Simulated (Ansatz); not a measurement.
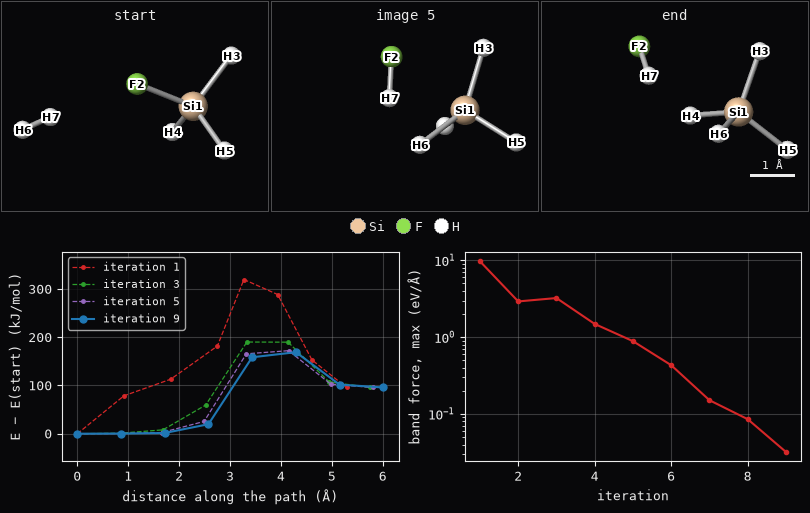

A search for the minimum-energy path of SiH5F, made up of SiH3F and H2 by the nudged elastic band. Images are numbered from 0 (start) to 7 (end). The plot follows the band through its iterations. Style: ball-and-stick. Shown at a tilt.

These are results of Ansatz 0.2.0, RKS CAM-B3LYP/def2-SVP, not measurements. Run with 6 movable images; no climbing image; force threshold 0.05 eV/Å; iteration limit 60; starting path through a guess of the saddle point.

Judge this run.

The run is converged, with reservations. The band converged in 9 iterations. The largest component of the band force went from 9.7 to 0.032 eV/Å. No image climbed, so the highest image needn't lie on the saddle point, and the true maximum along this path can be higher. The first iteration put the highest image at 319.8 kJ/mol. The highest point, image 5, lies 169.1 kJ/mol above the start and 73.2 kJ/mol above the end; the end is at +95.9 kJ/mol relative to the start.

Limits of the set-up: the start holds two separate molecules, 2.4 Å apart at their closest, whose relative position is a soft coordinate and is computed without a dispersion correction.

Cost: 60 s on 1 thread of Arm Neoverse V2 (shared host), peak memory 0.11 GiB.
